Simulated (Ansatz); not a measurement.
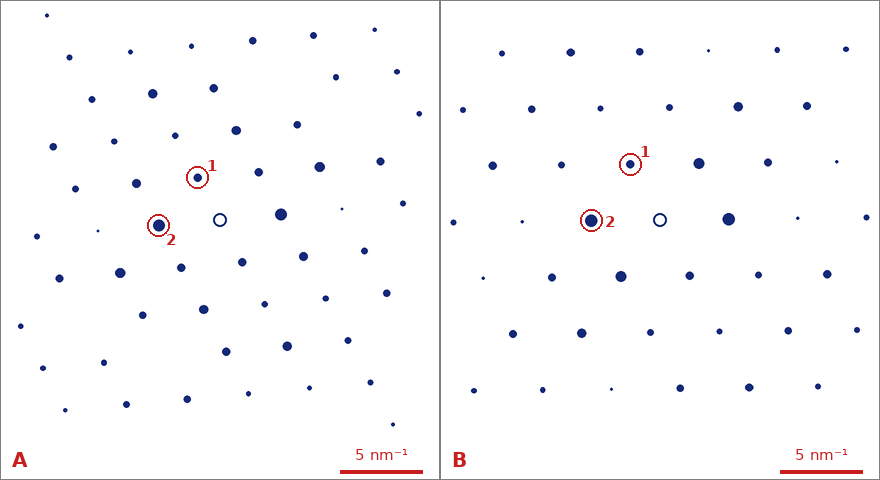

Kinematic electron diffraction patterns (300 kV, B = 0.5 Å², same scale) along [101] of the run's own cell, for the start and the end of one relaxation of Ga2H2N with Ansatz, DFT, PAW plane waves, lda. k mesh 7×7×6. The start is a generated model structure, and the relaxation ends in the nearest stationary point of its symmetry, not necessarily the ground state. Spot 1 is 0 -1 0 and spot 2 is 1 0 -1 in both.

Start structure:

```
Ga H N
1.0
     1.97537    3.42145    0.00000
    -1.97537    3.42145    0.00000
     0.00000    0.00000    4.22575
Ga H N
2 2 1
Direct
  0.33330 0.33340 0.46560
  0.66670 0.66660 0.53440
  0.33330 0.33340 0.10670
  0.66670 0.66660 0.89330
  0.00000 0.00000 0.00000
```

Q: Which pattern belongs to the start structure, and which to the relaxed one?

A: A is the start: its cell gives d(1) = 3.421 Å, d(2) = 2.659 Å and an angle of 67.1°. B is the relaxed structure, with d(1) = 2.577 Å (-24.7 %), d(2) = 2.368 Å (-10.9 %) and 62.6°.

Q: Name reflections whose intensity changes strongly on relaxation.

A: 3 2 -3 comes into sight; 3 1 -3 goes from 18 to 0.046 % of the strongest spot; 2 2 -2 goes from 11 to 42 % of the strongest spot; 1 -1 -1 goes from 31 to 9.7 % of the strongest spot.

Q: Summarise the relaxation behind the change.

A: The volume changed by -19.4 % to 9.21 Å³ an atom; with the mean shift removed, the atoms moved by up to 2.77 Å relative to the cell (H most); the space group stayed P-3m1 (No. 164); the free energy fell by 1400 meV an atom. Relaxed cell: a = 2.975 Å, b = 2.975 Å, c = 6.004 Å, α = 90.00°, β = 90.00°, γ = 60.00°.
